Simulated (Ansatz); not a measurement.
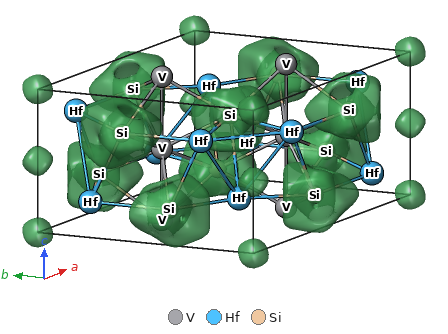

The picture shows: Hf3V2Si3. Isosurface of the electron localisation function at 0.65 (green), seen at an oblique angle. Core shells and regions of very low density are left out. Sticks mark near contacts.

Space group P6₃/mcm; built by placing these elements on a known structure type; not relaxed (largest force 1.5 eV/Å); computed pressure about −4 GPa in this cell; computed without spin polarisation.

These are results of DFT, PAW plane waves, r2SCAN in Ansatz 0.2.0, not measurements.

```
CELL_PARAMETERS angstrom
7.59944 0.00000 0.00000
-3.79972 6.58131 0.00000
0.00000 0.00000 5.25373
ATOMIC_POSITIONS crystal
V 0.33333 0.66667 0.50000
V 0.66667 0.33333 0.00000
V 0.66667 0.33333 0.50000
V 0.33333 0.66667 0.00000
Hf 0.24400 0.00000 0.75000
Hf 0.24400 0.24400 0.25000
Hf 0.00000 0.24400 0.75000
Hf 0.75600 0.00000 0.25000
Hf 0.75600 0.75600 0.75000
Hf 0.00000 0.75600 0.25000
Si 0.61000 0.00000 0.75000
Si 0.61000 0.61000 0.25000
Si 0.00000 0.61000 0.75000
Si 0.39000 0.00000 0.25000
Si 0.39000 0.39000 0.75000
Si 0.00000 0.39000 0.25000
```

Identify the bonds, lone pairs and shells in this picture.

The surface consists of six regions wrapped around Si (the valence shell of each) and two pockets between the atoms, centred on no nucleus (multi-centre or interstitial), counted in one cell of 16 atoms. Any copies at cell faces, edges or corners count once. Profiles from the grid: Hf–Si (2.59 Å): the ELF peaks at about 0.65 in the valence shell of Si, 0.9 Å from its nucleus, and is about 0.25 at the midpoint. V–V (2.63 Å): the ELF is about 0.35 at the midpoint.
